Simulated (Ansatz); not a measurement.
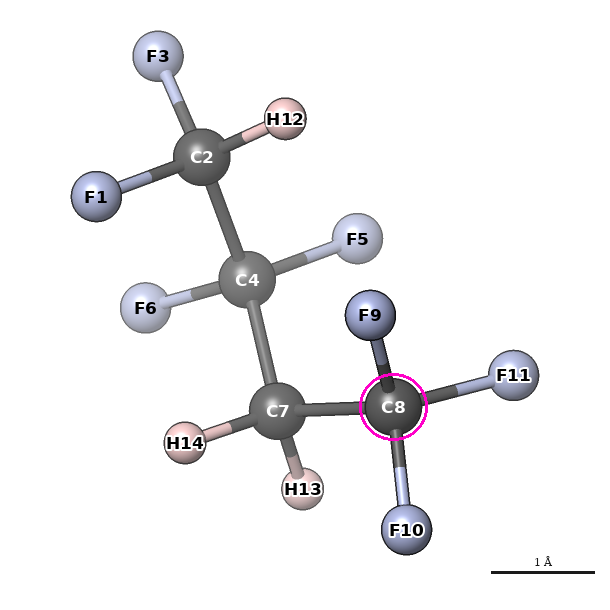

Orthographic view. Depth is shown by fading: the farther an atom, the more it takes the colour of the background. The computed structure is the end point of a PBE0-D4/def2-TZVP optimisation.

Name the neighbours of the circled atom.

The circled atom is C8; it is bonded to C7, F9, F10, F11.

What is the shortest path along bonds from the circled atom to F3?

C8–C7–C4–C2–F3, 4 bonds; through space the two are 4.46 Å apart.

Which two atoms are farthest apart in space?

F3 and F10, 5.69 Å.

Of C7 and H13, which is nearer the viewer?

C7; the bond to H13 points away from the viewer, so it looks shorter than its 1.09 Å.
